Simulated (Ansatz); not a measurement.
## HfO2: response to strain

Take HfO₂ in the fluorite structure (space group Fm-3m, No. 225) as the base.

```cif
data_Hf4O8
_chemical_formula_sum 'Hf4 O8'
_space_group_name_H-M_alt 'Fm-3m'
_space_group_IT_number 225
_space_group_name_Hall '-F 4 2 3'
_cell_length_a 5.09813
_cell_length_b 5.09813
_cell_length_c 5.09813
_cell_angle_alpha 90.000
_cell_angle_beta 90.000
_cell_angle_gamma 90.000
loop_
_atom_site_label
_atom_site_type_symbol
_atom_site_symmetry_multiplicity
_atom_site_Wyckoff_symbol
_atom_site_fract_x
_atom_site_fract_y
_atom_site_fract_z
_atom_site_occupancy
Hf1 Hf 4 a 0.00000 0.00000 0.00000 1
O1 O 8 c 0.25000 0.25000 0.25000 1
```
(The calculation used a cell of 3 atoms; values per cell refer to that cell.)

Strains are applied to the cell and any free atomic positions relax.

Calculations: DFT with PBE, PAW potentials and a 420 eV plane-wave cutoff in Ansatz (an electronic-structure program), without spin-orbit coupling, earlier PAW set.

Notes on the quantities. energy relative to the base: free energy F.

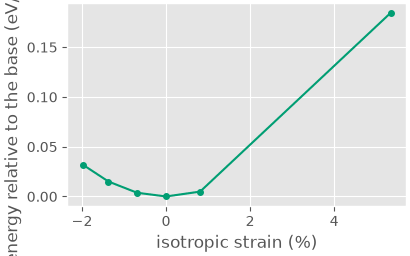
Fig. 1. Energy relative to the base against isotropic strain

### Question
From the plot, what is the energy relative to the base for isotropic strain −1.98 %?

### Answer
About 0.03 eV/atom.

### Question
Is the trend monotonic over the range shown?

### Answer
No, it turns within the range, spanning 0 meV/atom to +185 meV/atom.

No phonon test of stability was made. This is not the structure that HfO2 has at room temperature and ambient pressure.
